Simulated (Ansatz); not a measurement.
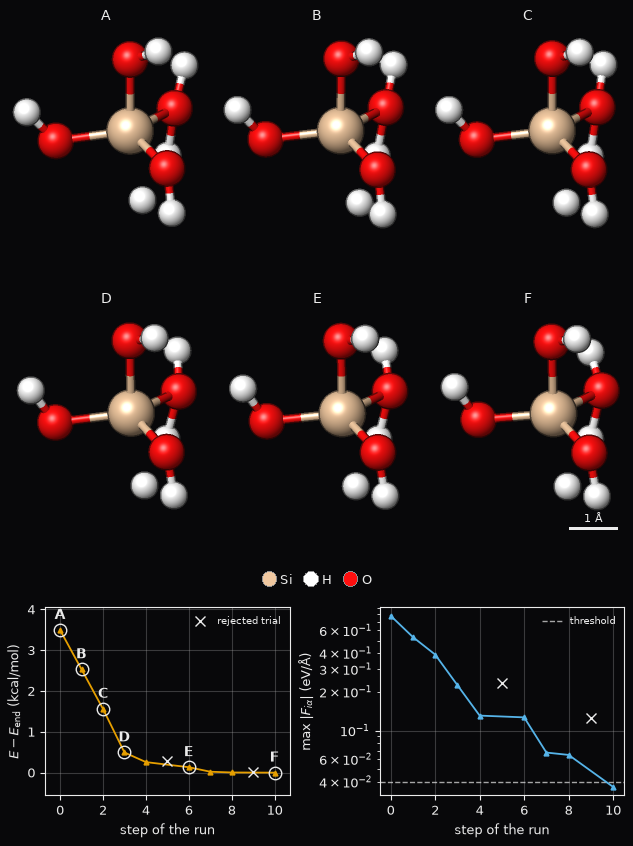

Frames of a constrained relaxation of SiH6O4, marked on the history of the run. A ball-and-stick model, seen from a free direction.

The reaction that was planned forms Si1–O7, H2–H6 and breaks Si1–H2, H6–O7 (atoms numbered from 1 in input order).

Computed with Ansatz 0.2.0, RKS PBE0-D4/def2-SVP. Settings: held fixed: the distance between atoms 1 (Si) and 7 (O), the distance between atoms 2 (H) and 6 (H), the distance between atoms 1 (Si) and 2 (H), the distance between atoms 6 (H) and 7 (O), counting from 1; force threshold 0.04 eV/Å; at most 150 steps.

Describe the path.

Over 8 accepted moves (10 points after the start) the energy falls by 3.50 kcal/mol. Largest force component: 0.78 eV/Å at the start, 0.036 eV/Å at the end. The line search rejected the trial steps at points 5, 9 of the run. The largest move after the best rigid fit is that of an H atom, 0.38 Å. By element the largest moves are H 0.38 Å, O 0.14 Å, Si 0.03 Å. Among the contacts that change: O–Si 1.624 → 1.656 Å, O–Si 1.655 → 1.680 Å, H–O 0.956 → 0.966 Å, H–O 0.976 → 0.972 Å. Bond angles that change, for instance: H–O–H 138.3° → 123.4°, Si–O–H 91.0° → 82.4°, Si–O–H 126.9° → 118.7°. From step 0 to 1: an H atom moves most (0.17 Å), energy −0.96 kcal/mol. From step 1 to 2: an H atom moves most (0.09 Å), energy −0.97 kcal/mol. From step 2 to 3: an H atom moves most (0.11 Å), energy −1.07 kcal/mol. From step 3 to 6: an H atom moves most (0.08 Å), energy −0.36 kcal/mol. From step 6 to 10: an H atom moves most (0.12 Å), energy −0.13 kcal/mol.

| step | E − E(0), kcal/mol | largest force component, eV/Å | note |
| --- | --- | --- | --- |
| 0 | 0.00 | 0.7797 |  |
| 1 | -0.96 | 0.5327 |  |
| 2 | -1.93 | 0.3896 |  |
| 3 | -3.00 | 0.2255 |  |
| 4 | -3.24 | 0.1307 |  |
| 5 | -3.21 | 0.2348 | rejected |
| 6 | -3.36 | 0.1267 |  |
| 7 | -3.47 | 0.0675 |  |
| 8 | -3.49 | 0.0647 |  |
| 9 | -3.49 | 0.1250 | rejected |
| 10 | -3.50 | 0.0365 |  |
